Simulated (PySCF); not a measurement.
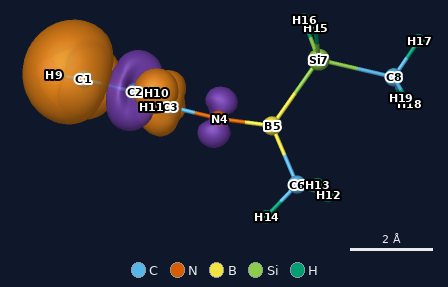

*C5H11BNSi (doublet). Isosurfaces of the spin density (α minus β) at +0.015 (orange) and −0.015 e/Å³ (purple), seen across its widest extent.*

Geometry: GFN2-xTB.

Theory: UKS B3LYP, pcH-1 on B C H N Si, non-relativistic, mean-field spin-orbit, GIAO (PySCF).

```yaml
atoms:
  - { symbol: C, position_ang: [-4.3056, 1.1062, -0.5727] }
  - { symbol: C, position_ang: [-3.1535, 0.7496, -0.0910] }
  - { symbol: C, position_ang: [-2.1265, -0.0255, -0.8147] }
  - { symbol: N, position_ang: [-1.0320, -0.3363, -0.2981] }
  - { symbol: B, position_ang: [0.1451, -0.5013, 0.3042] }
  - { symbol: C, position_ang: [0.4625, -1.7922, 1.1841] }
  - { symbol: Si, position_ang: [1.4892, 0.9337, 0.0455] }
  - { symbol: C, position_ang: [3.2604, 0.3223, 0.3992] }
  - { symbol: H, position_ang: [-4.8424, 0.9880, -1.4866] }
  - { symbol: H, position_ang: [-2.8559, 1.0163, 0.9165] }
  - { symbol: H, position_ang: [-2.3673, -0.3180, -1.8335] }
  - { symbol: H, position_ang: [1.3102, -2.3391, 0.7753] }
  - { symbol: H, position_ang: [0.7370, -1.5076, 2.1986] }
  - { symbol: H, position_ang: [-0.3774, -2.4803, 1.2489] }
  - { symbol: H, position_ang: [1.2588, 2.0882, 0.9420] }
  - { symbol: H, position_ang: [1.5047, 1.5132, -1.3139] }
  - { symbol: H, position_ang: [3.9817, 1.1229, 0.2699] }
  - { symbol: H, position_ang: [3.3562, -0.0440, 1.4171] }
  - { symbol: H, position_ang: [3.5451, -0.4867, -0.2679] }
```

**Which atoms carry the spin?**

The unpaired spin (1 electron) lies mostly on C1 (about 0.8) and H9 (about 0.1), in electrons by Hirshfeld's partition.
